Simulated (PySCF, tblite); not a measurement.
# C₂₁H₁₅B: electronic excitations, NMR shifts, part 2 of 2

tblite 0.8.0 and PySCF 2.14.0. Atoms count from 0.

### Step 5. NMR shifts: GIAO OPBE/pcSseg-1

Job settings and geometry (Å):

```
{"job": {"kind": "nmr", "basis": "pcSseg-1", "pop": false, "xc": "OPBE"}, "charge": 0, "multiplicity": 1}
C      5.231367     2.059525    -0.322447
B      4.697978     0.611681    -0.043474
C      5.506932    -0.684163     0.259012
C      4.649675    -1.692275     0.513851
C      3.258410    -1.267962     0.425956
C      2.130573    -1.994594     0.633862
C      0.857184    -1.370617     0.498759
C     -0.331005    -2.054436     0.726982
C     -1.571802    -1.437763     0.596777
C     -2.770056    -2.160429     0.873837
C     -3.980793    -1.573071     0.767065
C     -4.107555    -0.214719     0.348146
C     -5.375651     0.371303     0.222420
C     -5.513971     1.670376    -0.196962
C     -4.378344     2.415027    -0.510058
C     -3.126128     1.861226    -0.390556
C     -2.949948     0.540903     0.048008
C     -1.648306    -0.072107     0.197540
C     -0.455358     0.611016    -0.017945
C      0.789547     0.004497     0.128384
C      2.001156     0.729731    -0.074237
C      3.211252     0.128879     0.074092
H      6.233759     2.076085    -0.743730
H      5.281237     2.600972     0.623683
H      4.579510     2.638429    -0.972930
H      6.576529    -0.830269     0.284911
H      4.913637    -2.711135     0.758951
H      2.171461    -3.041203     0.904083
H     -0.293190    -3.093922     1.024106
H     -2.676167    -3.192318     1.182685
H     -4.885883    -2.121345     0.988926
H     -6.247255    -0.223109     0.458875
H     -6.494033     2.113957    -0.291321
H     -4.485153     3.433421    -0.853288
H     -2.269488     2.462929    -0.649745
H     -0.467616     1.652822    -0.300216
H      1.930345     1.774511    -0.346842
```

Level: GIAO OPBE/pcSseg-1 NMR shielding, non-relativistic, gas phase.

What it wrote:

```text
start: PBE on a coarse grid of 31420 points
cycle   1  E = -832.5805156351  dE =  3.575e+00  |g| = 8.785e-01  |ddm| = 7.285e+00
cycle   2  E = -832.3284438382  dE =  2.521e-01  |g| = 1.269e+00  |ddm| = 2.965e+00
cycle   3  E = -832.6966849939  dE = -3.682e-01  |g| = 5.646e-01  |ddm| = 2.177e+00
cycle   4  E = -832.8013082089  dE = -1.046e-01  |g| = 1.010e-01  |ddm| = 7.491e-01
cycle   5  E = -832.8032290768  dE = -1.921e-03  |g| = 7.095e-02  |ddm| = 2.173e-01
cycle   6  E = -832.8045335982  dE = -1.305e-03  |g| = 2.197e-02  |ddm| = 9.239e-02
cycle   7  E = -832.8046481689  dE = -1.146e-04  |g| = 9.377e-03  |ddm| = 3.098e-02
final grid: 292830 points
cycle   8  E = -833.6809031327  dE = -2.742e-02  |g| = 3.777e-02  |ddm| = 1.388e+00
cycle   9  E = -833.6800636605  dE =  8.395e-04  |g| = 6.192e-02  |ddm| = 1.421e-01
cycle  10  E = -833.6809785648  dE = -9.149e-04  |g| = 2.959e-02  |ddm| = 1.081e-01
cycle  11  E = -833.6812169246  dE = -2.384e-04  |g| = 1.190e-02  |ddm| = 4.363e-02
cycle  12  E = -833.6812576471  dE = -4.072e-05  |g| = 2.995e-03  |ddm| = 1.611e-02
cycle  13  E = -833.6812584209  dE = -7.738e-07  |g| = 1.519e-03  |ddm| = 4.836e-03
cycle  14  E = -833.6812594763  dE = -1.055e-06  |g| = 4.921e-04  |ddm| = 2.216e-03
cycle  15  E = -833.6812615912  dE = -2.115e-06  |g| = 1.924e-04  |ddm| = 7.923e-04
cycle  16  E = -833.6812602305  dE =  1.361e-06  |g| = 8.542e-05  |ddm| = 3.641e-04
converged SCF energy = -833.6812602305

GIAO shielding tensors (ppm)
atom      isotropic    diamagn.    paramagn.     s11        s22        s33       span
  0 C      181.686     251.319     -69.632    164.845    184.543    195.671     30.826
  1 B       36.176     194.473    -158.297    -11.105     21.681     97.951    109.057
  2 C       44.420     264.282    -219.862    -54.568     32.514    155.315    209.883
  3 C       25.858     240.072    -214.214    -79.434     31.605    125.402    204.836
  4 C       39.231     260.780    -221.550    -37.182     18.433    136.442    173.624
  5 C       68.182     242.404    -174.222     -1.471     53.926    152.092    153.563
  6 C       57.766     253.277    -195.511    -17.044      5.916    184.425    201.469
  7 C       59.707     246.516    -186.808    -18.458     51.602    145.979    164.437
  8 C       60.126     254.048    -193.922    -12.640      5.937    187.081    199.720
  9 C       61.106     243.478    -182.372    -29.786     57.583    155.523    185.309
 10 C       60.031     247.848    -187.816    -31.388     56.066    155.416    186.804
 11 C       60.293     251.834    -191.540    -13.200      4.169    189.911    203.111
 12 C       60.338     237.272    -176.934    -31.093     50.869    161.238    192.331
 13 C       62.624     252.194    -189.570    -37.664     48.887    176.649    214.312
 14 C       62.563     247.771    -185.209    -37.692     49.805    175.575    213.267
 15 C       67.086     249.999    -182.913    -29.135     50.893    179.499    208.635
 16 C       61.895     244.577    -182.681    -13.768     15.047    184.407    198.176
 17 C       63.407     250.450    -187.042    -11.213     19.931    181.504    192.717
 18 C       64.067     254.446    -190.379    -19.108     47.348    163.960    183.067
 19 C       59.285     255.525    -196.240    -11.852      5.838    183.869    195.721
 20 C       53.846     249.189    -195.344    -30.281     39.555    152.264    182.545
 21 C       49.455     250.494    -201.039    -29.446      5.975    171.836    201.282
 22 H       30.308      24.034       6.274     25.998     28.623     36.302     10.304
 23 H       30.776      28.353       2.424     26.974     28.892     36.463      9.489
 24 H       30.161      33.092      -2.932     25.232     29.975     35.276     10.043
 25 H       24.930      28.811      -3.881     21.603     25.585     27.603      5.999
 26 H       23.916      31.192      -7.276     21.103     23.690     26.955      5.852
 27 H       24.318      36.383     -12.065     19.904     24.674     28.376      8.472
 28 H       23.481      37.553     -14.072     17.797     23.651     28.995     11.198
 29 H       23.668      32.581      -8.913     18.486     24.362     28.156      9.671
 30 H       23.699      33.038      -9.339     18.788     24.472     27.836      9.048
 31 H       23.570      30.217      -6.648     18.731     24.090     27.887      9.156
 32 H       23.714      26.314      -2.600     19.642     24.843     26.657      7.015
 33 H       23.618      30.024      -6.406     19.109     24.582     27.163      8.053
 34 H       22.549      36.232     -13.683     15.303     23.294     29.049     13.746
 35 H       22.489      38.624     -16.135     14.839     22.783     29.845     15.006
 36 H       23.485      36.986     -13.501     18.647     22.667     29.141     10.494
```

It took 92 s on 1 thread of Arm Neoverse N1, shared host; peak memory 0.67 GiB.

Shifts follow as δ = σ(reference) − σ, with reference shieldings (ppm) from runs at the same level and on the same kind of geometry: ¹H TMS 31.67, ¹³C TMS 187.5, ¹¹B BF3·OEt2 99.7. The references are single molecules in the gas phase. Atoms listed in one row are averaged.

| atoms | environment | σ (ppm) | δ (ppm) |
| --- | --- | --- | --- |
| C3 | alkene CH | 25.9 | 161.6 |
| C4 | substituted aromatic carbon | 39.2 | 148.3 |
| C2 | alkene CH | 44.4 | 143.1 |
| C21 | substituted aromatic carbon | 49.5 | 138.1 |
| C20 | aromatic CH | 53.8 | 133.7 |
| C6 | ring-fusion aromatic carbon | 57.8 | 129.7 |
| C19 | ring-fusion aromatic carbon | 59.3 | 128.2 |
| C7 | aromatic CH | 59.7 | 127.8 |
| C10 | aromatic CH | 60.0 | 127.5 |
| C8 | ring-fusion aromatic carbon | 60.1 | 127.4 |
| C11 | ring-fusion aromatic carbon | 60.3 | 127.2 |
| C12 | aromatic CH | 60.3 | 127.2 |
| C9 | aromatic CH | 61.1 | 126.4 |
| C16 | ring-fusion aromatic carbon | 61.9 | 125.6 |
| C14 | aromatic CH | 62.6 | 124.9 |
| C13 | aromatic CH | 62.6 | 124.9 |
| C17 | ring-fusion aromatic carbon | 63.4 | 124.1 |
| C18 | aromatic CH | 64.1 | 123.4 |
| C15 | aromatic CH | 67.1 | 120.4 |
| C5 | aromatic CH | 68.2 | 119.3 |
| C0 | methyl carbon bonded to B | 181.7 | 5.8 |
| H35 | hydrogen on an aromatic CH | 22.49 | 9.18 |
| H34 | hydrogen on an aromatic CH | 22.55 | 9.12 |
| H28 | hydrogen on an aromatic CH | 23.48 | 8.19 |
| H36 | hydrogen on an aromatic CH | 23.49 | 8.19 |
| H31 | hydrogen on an aromatic CH | 23.57 | 8.10 |
| H33 | hydrogen on an aromatic CH | 23.62 | 8.05 |
| H29 | hydrogen on an aromatic CH | 23.67 | 8.00 |
| H30 | hydrogen on an aromatic CH | 23.70 | 7.97 |
| H32 | hydrogen on an aromatic CH | 23.71 | 7.96 |
| H26 | hydrogen on an alkene CH | 23.92 | 7.76 |
| H27 | hydrogen on an aromatic CH | 24.32 | 7.35 |
| H25 | hydrogen on an alkene CH | 24.93 | 6.74 |
| H22, H23, H24 | hydrogen on a methyl carbon bonded to B | 30.41 | 1.26 |
| B1 | boron bonded to 3 C, in a 5-membered ring | 36.2 | 63.6 |

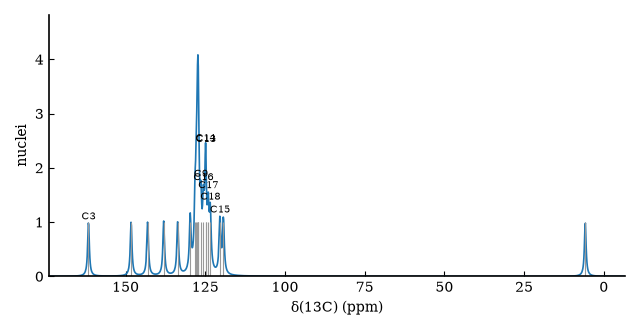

¹³C lines at the computed shifts, without couplings. Lines are broadened to a width of 0.62 ppm (Lorentzian).

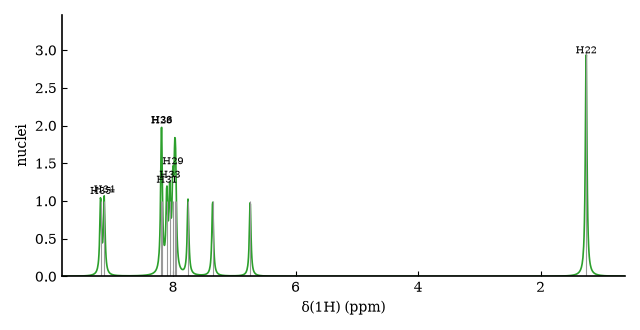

¹H lines at the computed shifts, without couplings. Lines are broadened to a width of 0.03 ppm (Lorentzian).

Ring of atoms B1, C2, C3, C4, C21: NICS(0) 14.1, NICS(1) 5.2, NICS(1)zz 22.8 ppm (means of both faces).

Ring of atoms C4, C5, C6, C19, C20, C21: NICS(0) -1.1, NICS(1) -5.4, NICS(1)zz -9.6 ppm (means of both faces).

Ring of atoms C6, C7, C8, C17, C18, C19: NICS(0) -7.4, NICS(1) -10.6, NICS(1)zz -24.8 ppm (means of both faces).

### Step 6. What came out

This closing draws on all 2 parts.

| quantity | value |
| --- | --- |
| strongest single infrared mode (GFN2-xTB) | 1213 cm⁻¹, 220 km/mol |
| zero-point energy (GFN2-xTB) | 178.8 kcal/mol |
| lowest singlet (PBE0/def2-SVP) | 3.00 eV (413 nm), f = 0.098 |
| brightest single state of those computed | state 4, 4.08 eV, f = 0.595 |
| lowest triplet | 2.27 eV |
| ¹³C shifts against TMS (OPBE/pcSseg-1) | 161.6, 148.3, 143.1, 138.1, 133.7, 129.7, 128.2, 127.8, 127.5, 127.4, 127.2, 127.2, 126.4, 125.6 ppm and more |
| ¹H shifts against TMS (OPBE/pcSseg-1, means over atoms taken as alike) | 9.18, 9.12, 8.19, 8.19, 8.10, 8.05, 8.00, 7.97, 7.96, 7.76, 7.35, 6.74, 1.26 ppm |
| ¹¹B shifts against BF3·OEt2 (OPBE/pcSseg-1) | 63.6 ppm |

In words: No mode is imaginary among the 105: a minimum at this level. The strongest single mode, at 1213 cm⁻¹, is spread over many atoms; the largest shares are those of B1, H27. GFN2-xTB is a fitted tight-binding method: band positions and strengths are rough. Its intensities can rank the bands wrongly. The first singlet state (HOMO→LUMO 0.59, HOMO−1→LUMO 0.26) lies at 3.00 eV and is bright; of the 6 states computed, the strongest absorption comes from state 4 at 4.08 eV. State 1 absorbs in the visible (413 nm). The lowest triplet lies 0.73 eV below the lowest singlet. NICS(1)zz of 23 ppm above the planar ring from B1 marks a paratropic (antiaromatic) ring current. NICS(1)zz of -25 ppm above the planar ring from C6 marks a diatropic (aromatic) ring current.
